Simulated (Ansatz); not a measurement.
**Al$_{7}$H: geometry relaxation (part 1 of 2)**

Al$_{7}$H, computed with RKS B3LYP-D4/def2-SVP (Ansatz 0.2.0).

The geometry: GFN1-xTB start. Figures and captions count atoms from 1; the log counts them from 0 in places.

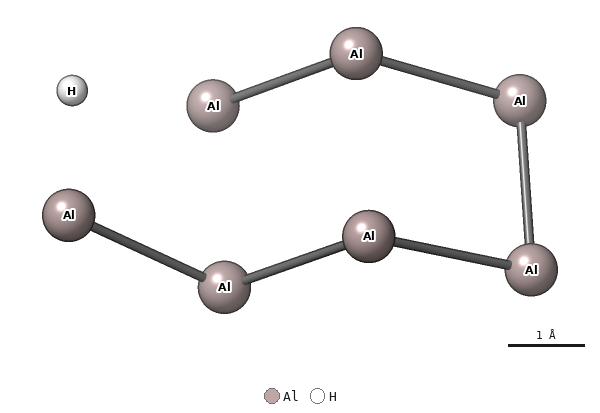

The input geometry (ball-and-stick view, seen at a tilt). Sticks mark near contacts. Bond lengths as drawn: Al–Al 2.51 to 2.60 Å.

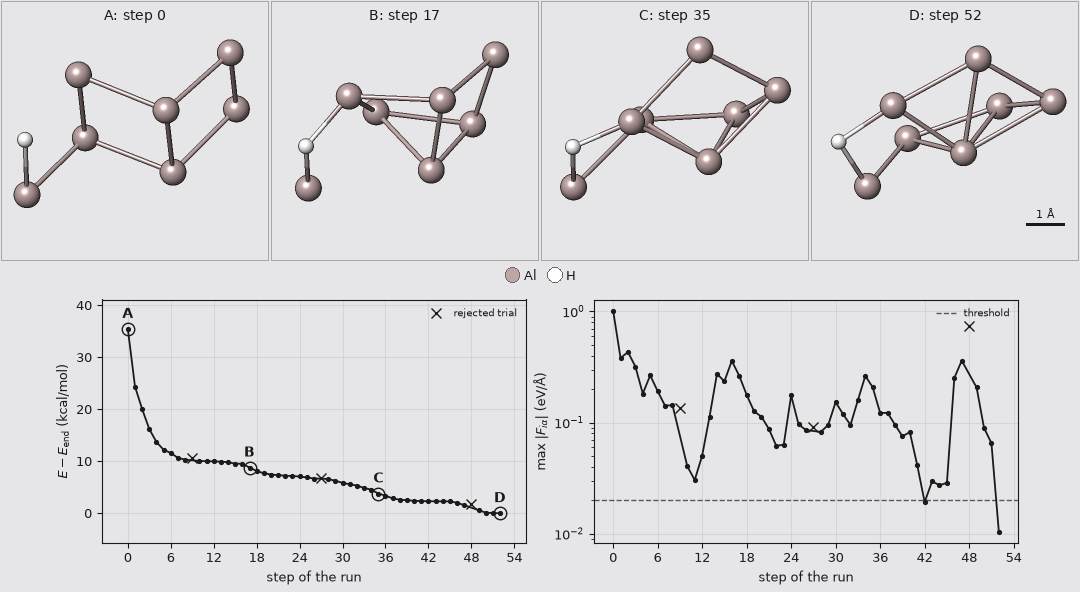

Frames of the relaxation (ball-and-stick view, seen at a tilt) above the curves, on which the letters mark them (the first geometry is step 0 here and step 1 in the log).

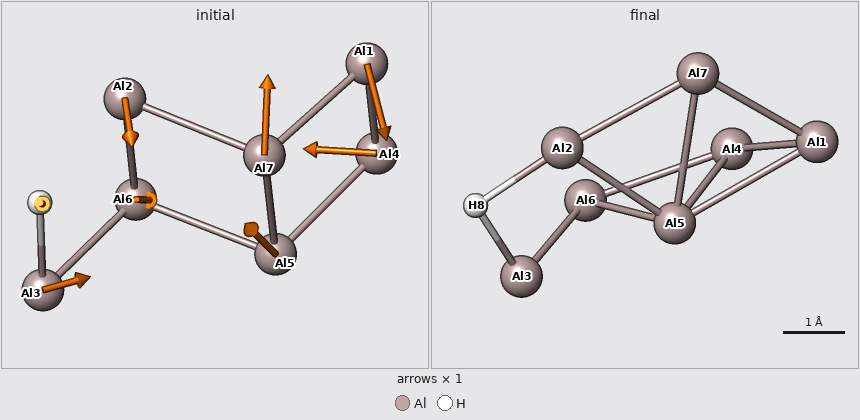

Before (left) and after (right) the relaxation, at one scale (ball-and-stick view, seen at a tilt). The orange arrows give the displacements, at true length. The energy falls by 35.4 kcal/mol in 52 geometry steps. Largest force component: 1 eV/Å at the start, 0.01 eV/Å at the end. The line search rejected the trial steps at points 9, 27, 48 (counted from 0) and went back. Al7 moves most after the best rigid fit: 1.36 Å. By element the largest moves are Al 1.36 Å, H 0.47 Å. Among the contacts that change: Al4–Al6 4.073 → 2.570 Å, Al2–Al5 3.900 → 2.537 Å, Al1–Al5 3.633 → 2.710 Å, Al2–Al6 2.722 → 3.598 Å. New bonds form: Al1–Al5 (3.63 → 2.71 Å), Al2–Al5 (3.90 → 2.54 Å), Al2–H8 (2.33 → 1.75 Å), Al4–Al6 (4.07 → 2.57 Å). Bonds break: Al2–Al6 (2.72 → 3.60 Å). Among the angles that change: Al4–Al5–Al6 105.6° → 57.4°, Al3–Al6–Al5 101.5° → 61.0°, Al2–Al7–Al5 95.0° → 56.0°. (Atoms are counted from 1 in the order of the input.)

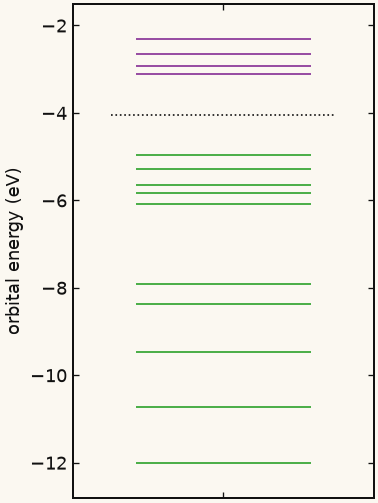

Orbital energies near the frontier; the dotted line parts filled from empty levels, and levels within 0.02 eV of each other stand side by side. Highest filled −4.97 eV, lowest empty −3.10 eV, 1.87 eV apart.

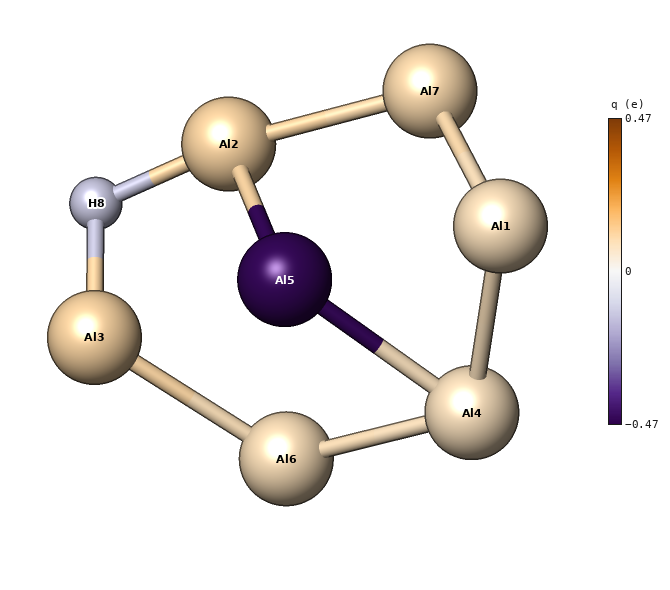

Mulliken charges, as the colour of each atom (ball-and-stick view, seen at a tilt; atoms are numbered from 1 in the order of the input; Mulliken charges depend strongly on the basis). By element: Al −0.45 to +0.11 and H −0.13 e.

These pictures come from the run below.

Input file:
```yaml
crystal:
  periodic: [false, false, false]
  atoms:
    - {symbol: Al, position_ang: [-1.662150, 2.682190, -0.949080]}
    - {symbol: Al, position_ang: [-1.306600, -0.678210, 1.331560]}
    - {symbol: Al, position_ang: [1.682080, -2.494230, 1.207120]}
    - {symbol: Al, position_ang: [-0.351620, 1.773280, -2.883340]}
    - {symbol: Al, position_ang: [1.277400, 0.577990, -1.306140]}
    - {symbol: Al, position_ang: [0.172220, -1.649020, -0.737550]}
    - {symbol: Al, position_ang: [-0.172710, 1.553180, 0.788530]}
    - {symbol: H, position_ang: [0.361380, -1.765180, 2.548900]}
basis:
  gaussian: {orbitals: def2-SVP}
hamiltonian: {xc: {name: B3LYP}, dispersion: d4}
scf: {lower_state_search: "off"}
output: {orbitals: {seedname: orbitals}}
relax: {f_tol: 0.02, max_steps: 100}
```

Run as:
```bash
ansatz run in.yaml --threads 4 --pin off --events-out ev --progress --plain --max-ram 4787MiB
```

What the program printed:
```
Functional definition: B3LYP
  name "B3LYP"
  cite "Stephens, Devlin, Chabalowski & Frisch, J. Phys. Chem. 98, 11623 (1994) doi:10.1021/j100096a001"
  cite "Becke, Phys. Rev. A 38, 3098 (1988) doi:10.1103/PhysRevA.38.3098"
  cite "Lee, Yang & Parr, Phys. Rev. B 37, 785 (1988) doi:10.1103/PhysRevB.37.785"
  cite "Vosko, Wilk & Nusair, Can. J. Phys. 58, 1200 (1980) doi:10.1139/p80-159"
  parameter a0 = 0.2
  parameter ax = 0.72
  parameter ac = 0.81
  exchange = (1 - a0 - ax)*slater_x + ax*b88_x + a0*exact_x
  correlation = (1 - ac)*vwn_rpa_c + ac*lyp_c
these checks for a lower state are left out or cut short: stability, starts, cluster_reference, orbital_swaps, neighbouring_geometries, increment
1265 factors; integrals over basis functions are off by at most 2.1e-4 eV
mean field evaluation 1: about -46177.6518 eV, gradient 2.1e1 eV
mean field evaluation 2: about -46166.5294 eV, gradient 4.8e1 eV
mean field evaluation 4: about -46179.2347 eV, gradient 1.1e1 eV
mean field evaluation 8: about -46180.0129 eV, gradient 3.5e-1 eV
mean field evaluation 16: about -46180.0160 eV, gradient 2.3e-4 eV
mean field -46180.01600439 eV, -1697.0842862221 hartree, gradient 6.9e-6 eV, S^2 0.000000; 0 other end points of the search recorded, 0 dependent functions left out
the calculation of the forces begins
reference -46180.01627106 eV, -1697.0842960222 hartree; 46, 46 occupied and 85, 85 virtual orbitals, 1265 factors
relax step   1: F+E_penalty+E_count = -46180.92740987 eV  Δ(F+E_penalty+E_count) = +0.000e0 eV  max|allowed force component| = 1.018e0 eV/Å  Δτ_max = 0.0000 Å  (21 SCF iters, accepted)
these checks for a lower state are left out or cut short: stability, starts, cluster_reference, orbital_swaps, neighbouring_geometries, increment
1265 factors; integrals over basis functions are off by at most 6.9e-4 eV
mean field evaluation 32: about -46180.6067 eV, gradient 2.1e-6 eV
mean field -46180.60674086 eV, -1697.1059953870 hartree, gradient 2.1e-6 eV, S^2 0.000000; 0 other end points of the search recorded, 0 dependent functions left out
[... from here on the field's lines of each further geometry are left out, up to the last ...]
relax step   2: F+E_penalty+E_count = -46181.40750124 eV  Δ(F+E_penalty+E_count) = -4.801e-1 eV  max|allowed force component| = 3.808e-1 eV/Å  Δτ_max = 0.1943 Å  (30 SCF iters, accepted)
relax step   3: F+E_penalty+E_count = -46181.59591322 eV  Δ(F+E_penalty+E_count) = -1.884e-1 eV  max|allowed force component| = 4.314e-1 eV/Å  Δτ_max = 0.1948 Å  (25 SCF iters, accepted)
relax step   4: F+E_penalty+E_count = -46181.76228232 eV  Δ(F+E_penalty+E_count) = -1.664e-1 eV  max|allowed force component| = 3.193e-1 eV/Å  Δτ_max = 0.1964 Å  (26 SCF iters, accepted)
relax step   5: F+E_penalty+E_count = -46181.87040436 eV  Δ(F+E_penalty+E_count) = -1.081e-1 eV  max|allowed force component| = 1.821e-1 eV/Å  Δτ_max = 0.1978 Å  (24 SCF iters, accepted)
relax step   6: F+E_penalty+E_count = -46181.93508223 eV  Δ(F+E_penalty+E_count) = -6.468e-2 eV  max|allowed force component| = 2.662e-1 eV/Å  Δτ_max = 0.1949 Å  (25 SCF iters, accepted)
relax step   7: F+E_penalty+E_count = -46181.96160428 eV  Δ(F+E_penalty+E_count) = -2.652e-2 eV  max|allowed force component| = 1.921e-1 eV/Å  Δτ_max = 0.1905 Å  (29 SCF iters, accepted)
relax step   8: F+E_penalty+E_count = -46182.00278851 eV  Δ(F+E_penalty+E_count) = -4.118e-2 eV  max|allowed force component| = 1.418e-1 eV/Å  Δτ_max = 0.1860 Å  (26 SCF iters, accepted)
relax step   9: F+E_penalty+E_count = -46182.01696383 eV  Δ(F+E_penalty+E_count) = -1.418e-2 eV  max|allowed force component| = 1.437e-1 eV/Å  Δτ_max = 0.1622 Å  (25 SCF iters, accepted)
relax step  10: F+E_penalty+E_count = -46182.00439881 eV  Δ(F+E_penalty+E_count) = +1.257e-2 eV  max|allowed force component| = 1.367e-1 eV/Å  Δτ_max = 0.2000 Å  (25 SCF iters, rejected (line search))
relax step  11: F+E_penalty+E_count = -46182.02911550 eV  Δ(F+E_penalty+E_count) = -1.215e-2 eV  max|allowed force component| = 4.049e-2 eV/Å  Δτ_max = 0.0982 Å  (25 SCF iters, accepted)
relax step  12: F+E_penalty+E_count = -46182.03037041 eV  Δ(F+E_penalty+E_count) = -1.255e-3 eV  max|allowed force component| = 3.045e-2 eV/Å  Δτ_max = 0.0271 Å  (21 SCF iters, accepted)
relax step  13: F+E_penalty+E_count = -46182.03175967 eV  Δ(F+E_penalty+E_count) = -1.389e-3 eV  max|allowed force component| = 5.034e-2 eV/Å  Δτ_max = 0.0453 Å  (24 SCF iters, accepted)
relax step  14: F+E_penalty+E_count = -46182.03448686 eV  Δ(F+E_penalty+E_count) = -2.727e-3 eV  max|allowed force component| = 1.132e-1 eV/Å  Δτ_max = 0.0883 Å  (24 SCF iters, accepted)
relax step  15: F+E_penalty+E_count = -46182.03898701 eV  Δ(F+E_penalty+E_count) = -4.500e-3 eV  max|allowed force component| = 2.742e-1 eV/Å  Δτ_max = 0.1951 Å  (24 SCF iters, accepted)
relax step  16: F+E_penalty+E_count = -46182.05117809 eV  Δ(F+E_penalty+E_count) = -1.219e-2 eV  max|allowed force component| = 2.352e-1 eV/Å  Δτ_max = 0.0541 Å  (25 SCF iters, accepted)
relax step  17: F+E_penalty+E_count = -46182.05143544 eV  Δ(F+E_penalty+E_count) = -2.574e-4 eV  max|allowed force component| = 3.589e-1 eV/Å  Δτ_max = 0.1905 Å  (29 SCF iters, accepted)
relax step  18: F+E_penalty+E_count = -46182.08378155 eV  Δ(F+E_penalty+E_count) = -3.235e-2 eV  max|allowed force component| = 2.639e-1 eV/Å  Δτ_max = 0.2000 Å  (24 SCF iters, accepted)
relax step  19: F+E_penalty+E_count = -46182.11166730 eV  Δ(F+E_penalty+E_count) = -2.789e-2 eV  max|allowed force component| = 1.779e-1 eV/Å  Δτ_max = 0.0856 Å  (25 SCF iters, accepted)
relax step  20: F+E_penalty+E_count = -46182.13093219 eV  Δ(F+E_penalty+E_count) = -1.926e-2 eV  max|allowed force component| = 1.264e-1 eV/Å  Δτ_max = 0.1099 Å  (25 SCF iters, accepted)
relax step  21: F+E_penalty+E_count = -46182.14133516 eV  Δ(F+E_penalty+E_count) = -1.040e-2 eV  max|allowed force component| = 1.127e-1 eV/Å  Δτ_max = 0.1126 Å  (24 SCF iters, accepted)
relax step  22: F+E_penalty+E_count = -46182.14682824 eV  Δ(F+E_penalty+E_count) = -5.493e-3 eV  max|allowed force component| = 8.766e-2 eV/Å  Δτ_max = 0.0543 Å  (25 SCF iters, accepted)
relax step  23: F+E_penalty+E_count = -46182.15085391 eV  Δ(F+E_penalty+E_count) = -4.026e-3 eV  max|allowed force component| = 6.169e-2 eV/Å  Δτ_max = 0.0543 Å  (25 SCF iters, accepted)
relax step  24: F+E_penalty+E_count = -46182.15463135 eV  Δ(F+E_penalty+E_count) = -3.777e-3 eV  max|allowed force component| = 6.345e-2 eV/Å  Δτ_max = 0.0715 Å  (25 SCF iters, accepted)
relax step  25: F+E_penalty+E_count = -46182.15787546 eV  Δ(F+E_penalty+E_count) = -3.244e-3 eV  max|allowed force component| = 1.753e-1 eV/Å  Δτ_max = 0.1951 Å  (29 SCF iters, accepted)
relax step  26: F+E_penalty+E_count = -46182.16590478 eV  Δ(F+E_penalty+E_count) = -8.029e-3 eV  max|allowed force component| = 9.626e-2 eV/Å  Δτ_max = 0.0606 Å  (25 SCF iters, accepted)
relax step  27: F+E_penalty+E_count = -46182.17470249 eV  Δ(F+E_penalty+E_count) = -8.798e-3 eV  max|allowed force component| = 8.569e-2 eV/Å  Δτ_max = 0.1050 Å  (25 SCF iters, accepted)
relax step  28: F+E_penalty+E_count = -46182.17410260 eV  Δ(F+E_penalty+E_count) = +5.999e-4 eV  max|allowed force component| = 9.207e-2 eV/Å  Δτ_max = 0.1951 Å  (27 SCF iters, rejected (line search))
relax step  29: F+E_penalty+E_count = -46182.17842580 eV  Δ(F+E_penalty+E_count) = -3.723e-3 eV  max|allowed force component| = 8.240e-2 eV/Å  Δτ_max = 0.0974 Å  (25 SCF iters, accepted)
relax step  30: F+E_penalty+E_count = -46182.19438244 eV  Δ(F+E_penalty+E_count) = -1.596e-2 eV  max|allowed force component| = 9.544e-2 eV/Å  Δτ_max = 0.0975 Å  (25 SCF iters, accepted)
relax step  31: F+E_penalty+E_count = -46182.21053697 eV  Δ(F+E_penalty+E_count) = -1.615e-2 eV  max|allowed force component| = 1.530e-1 eV/Å  Δτ_max = 0.1462 Å  (25 SCF iters, accepted)
relax step  32: F+E_penalty+E_count = -46182.22329035 eV  Δ(F+E_penalty+E_count) = -1.275e-2 eV  max|allowed force component| = 1.189e-1 eV/Å  Δτ_max = 0.0826 Å  (24 SCF iters, accepted)
relax step  33: F+E_penalty+E_count = -46182.23372536 eV  Δ(F+E_penalty+E_count) = -1.044e-2 eV  max|allowed force component| = 9.527e-2 eV/Å  Δτ_max = 0.0949 Å  (23 SCF iters, accepted)
relax step  34: F+E_penalty+E_count = -46182.25336900 eV  Δ(F+E_penalty+E_count) = -1.964e-2 eV  max|allowed force component| = 1.592e-1 eV/Å  Δτ_max = 0.1930 Å  (27 SCF iters, accepted)
relax step  35: F+E_penalty+E_count = -46182.26792698 eV  Δ(F+E_penalty+E_count) = -1.456e-2 eV  max|allowed force component| = 2.633e-1 eV/Å  Δτ_max = 0.1952 Å  (27 SCF iters, accepted)
relax step  36: F+E_penalty+E_count = -46182.29998794 eV  Δ(F+E_penalty+E_count) = -3.206e-2 eV  max|allowed force component| = 2.073e-1 eV/Å  Δτ_max = 0.1001 Å  (25 SCF iters, accepted)
relax step  37: F+E_penalty+E_count = -46182.31773157 eV  Δ(F+E_penalty+E_count) = -1.774e-2 eV  max|allowed force component| = 1.221e-1 eV/Å  Δτ_max = 0.1430 Å  (25 SCF iters, accepted)
relax step  38: F+E_penalty+E_count = -46182.34116965 eV  Δ(F+E_penalty+E_count) = -2.344e-2 eV  max|allowed force component| = 1.224e-1 eV/Å  Δτ_max = 0.1744 Å  (24 SCF iters, accepted)
relax step  39: F+E_penalty+E_count = -46182.35155071 eV  Δ(F+E_penalty+E_count) = -1.038e-2 eV  max|allowed force component| = 9.571e-2 eV/Å  Δτ_max = 0.1067 Å  (25 SCF iters, accepted)
relax step  40: F+E_penalty+E_count = -46182.35643469 eV  Δ(F+E_penalty+E_count) = -4.884e-3 eV  max|allowed force component| = 7.531e-2 eV/Å  Δτ_max = 0.0345 Å  (23 SCF iters, accepted)
```
